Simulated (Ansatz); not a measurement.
System BN (space group P6_3mc, No. 186); source of the atomic positions: the input geometry of an electronic-structure calculation (not necessarily at equilibrium); the starting structure was generated, so it need not be a known form of this composition.

```cif
data_structure
_symmetry_space_group_name_H-M 'P6_3mc'
_symmetry_Int_Tables_number 186
_cell_length_a 2.5440
_cell_length_b 2.5440
_cell_length_c 4.2078
_cell_angle_alpha 90.000
_cell_angle_beta 90.000
_cell_angle_gamma 120.000
_cell_volume 23.58
loop_
_atom_site_label
_atom_site_type_symbol
_atom_site_symmetry_multiplicity
_atom_site_Wyckoff_symbol
_atom_site_fract_x
_atom_site_fract_y
_atom_site_fract_z
_atom_site_occupancy
B1 B 2 b 0.33333 0.66667 0.99980 1
N1 N 2 b 0.33333 0.66667 0.62520 1
```

Describe the stacking along c, naming the columns A, B, C as they first turn up.

B(A) – N(B) – B(B) – N(A) (four layers in 4.21 Å).

N layers alone: BA, the hexagonal close-packed type.

B: two tetrahedral sites, counted in one hexagonal cell.

Polytype symbol 2H, the symbol of a tetrahedral polytype (number of double layers in the repeat and lattice).

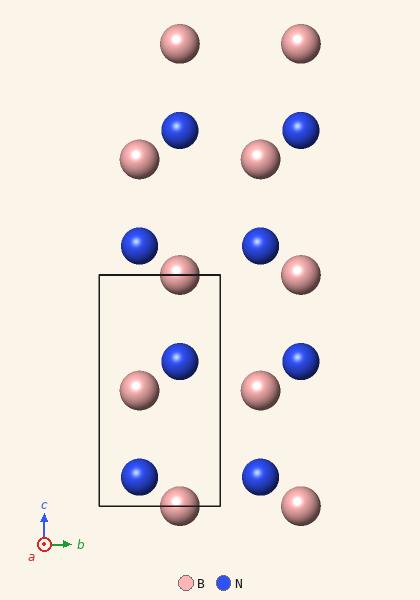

Projection along an edge of the hexagonal mesh, stacking direction c upwards. Every atom sits on one of the three columns of the mesh; call them A, B, C in the order in which they first turn up. The sequence starts with the first layer at or above the cell's origin.
